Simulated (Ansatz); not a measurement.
**AlNH3OF (SMILES [NH2][Al]([OH])[F]): HF/cc-pVDZ**

What is the energy change on altering one bond length of AlNH3OF at HF/cc-pVDZ? 

The calculation is run with Ansatz 0.2.0.

126 further runs of the same task are left out: 126 set aside as unsound or not needed.

**1. Starting point**

AlNH3OF: 7 atoms, total charge 0, spin state singlet. As SMILES, `[NH2][Al]([OH])[F]`. Geometry: relaxed at PBE0-D4/def2-TZVP. This is one conformer, not always the lowest.

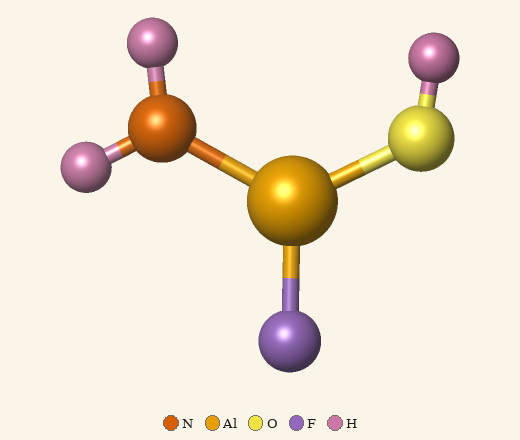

Viewed from a chosen angle; nitrogen orange, aluminium amber, oxygen yellow, fluorine purple, hydrogen pink.

**2. A single-point energy at HF/cc-pVDZ**

molecule.yaml

```yaml
crystal:
  periodic: [false, false, false]
  atoms:
    - {symbol: N, position_ang: [-0.569800, 0.926800, -0.530800]}
    - {symbol: Al, position_ang: [-0.133300, -0.630000, 0.151800]}
    - {symbol: O, position_ang: [1.368400, -1.004200, 0.819000]}
    - {symbol: F, position_ang: [-1.265600, -1.822100, 0.146500]}
    - {symbol: H, position_ang: [-1.473200, 1.130200, -0.925100]}
    - {symbol: H, position_ang: [0.029600, 1.732300, -0.586700]}
    - {symbol: H, position_ang: [2.105200, -0.401000, 0.879500]}
basis:
  gaussian: {orbitals: cc-pVDZ}
total_charge: 0
hamiltonian: {xc: hf}
accuracy: high
output: {orbitals: {seedname: orbitals}}
```

Command:

```sh
$ ansatz run molecule.yaml --threads 1 --pin off --max-ram 3480MiB --events-out events.jsonl --progress --plain --runs-dir runs
```

What it wrote:

```text
Warning: RAYON_NUM_THREADS=1 ignored (pool sized by the plan → 1); use --threads N
Functional definition: HF
  name "HF"
  exchange = exact_x
  correlation = 0
1649 factors; integrals over basis functions are off by at most 3.7e-9 eV
mean field evaluation 1: about -12855.2174 eV, gradient 5.0e1 eV
mean field evaluation 2: about -12855.2749 eV, gradient 5.0e1 eV
mean field evaluation 4: about -12859.7927 eV, gradient 2.3e0 eV
mean field evaluation 8: about -12859.8272 eV, gradient 2.7e-1 eV
mean field evaluation 16: about -12859.8275 eV, gradient 8.3e-9 eV
mean field -12859.82751601 eV, -472.5899445092 hartree, gradient 8.4e-9 eV, S^2 0.000000; 0 other end points of the search recorded, 0 dependent functions left out
reference -12859.82751601 eV, -472.5899445092 hartree; 20, 20 occupied and 55, 55 virtual orbitals, 1649 factors
Total energy: -12859.82751601 eV, -472.5899445092 hartree
```

Run time: 2 s. Hardware: 1 thread of Arm Neoverse V1, shared host; peak memory 0.18 GiB.

**3. The distorted shape at the same level**

input.yaml

```yaml
crystal:
  periodic: [false, false, false]
  atoms:
    - symbol: N
      position_ang: [-0.230108, 1.284432, -0.529210]
    - symbol: Al
      position_ang: [0.206392, -0.272368, 0.153390]
    - symbol: O
      position_ang: [1.708092, -0.646568, 0.820590]
    - symbol: F
      position_ang: [-1.265600, -1.822100, 0.146500]
    - symbol: H
      position_ang: [-1.133508, 1.487832, -0.923510]
    - symbol: H
      position_ang: [0.369292, 2.089932, -0.585110]
    - symbol: H
      position_ang: [2.444892, -0.043368, 0.881090]
basis:
  gaussian: {orbitals: cc-pVDZ}
hamiltonian: {xc: hf}
accuracy: high
output: {orbitals: {seedname: orbitals}}
```

Command:

```sh
$ ansatz run input.yaml --threads 1 --pin off --max-ram 3480MiB --events-out events.jsonl --progress --plain --runs-dir runs
```

What it wrote:

```text
Warning: RAYON_NUM_THREADS=1 ignored (pool sized by the plan → 1); use --threads N
[... 4 set-up lines as earlier in the session ...]
1631 factors; integrals over basis functions are off by at most 6.4e-9 eV
mean field evaluation 1: about -12852.9631 eV, gradient 5.2e1 eV
mean field evaluation 2: about -12853.0082 eV, gradient 5.2e1 eV
mean field evaluation 4: about -12858.0657 eV, gradient 2.7e0 eV
mean field evaluation 8: about -12858.1150 eV, gradient 3.4e-1 eV
mean field evaluation 16: about -12858.1157 eV, gradient 8.7e-9 eV
mean field -12858.11565643 eV, -472.5270348300 hartree, gradient 3.1e-8 eV, S^2 0.000000; 0 other end points of the search recorded, 0 dependent functions left out
reference -12858.11565643 eV, -472.5270348300 hartree; 20, 20 occupied and 55, 55 virtual orbitals, 1631 factors
Total energy: -12858.11565643 eV, -472.5270348300 hartree
```

Wall time 1.9 s (1 thread of Arm Neoverse V1, shared host); peak memory 0.17 GiB.

**4. Results**

Level: HF/cc-pVDZ.

| quantity | value |
| --- | --- |
| first shape: total energy | -472.58994 Eh |
| first shape: HOMO energy | -11.19 eV |
| first shape: LUMO energy | 2.99 eV |
| first shape: HOMO–LUMO gap | 14.18 eV |
| distorted shape: total energy | -472.52703 Eh |
| distorted shape: HOMO energy | -11.72 eV |
| distorted shape: LUMO energy | 2.10 eV |
| distorted shape: HOMO–LUMO gap | 13.82 eV |
| energy change with the Al2–F4 bond stretched from 1.644 to 2.137 Å | 1.712 eV |

**Reading.** With the Al2–F4 bond stretched from 1.644 to 2.137 Å the energy rises by 1.71 eV (39 kcal/mol). The first shape isn't relaxed at this level, so the change isn't measured from a minimum.
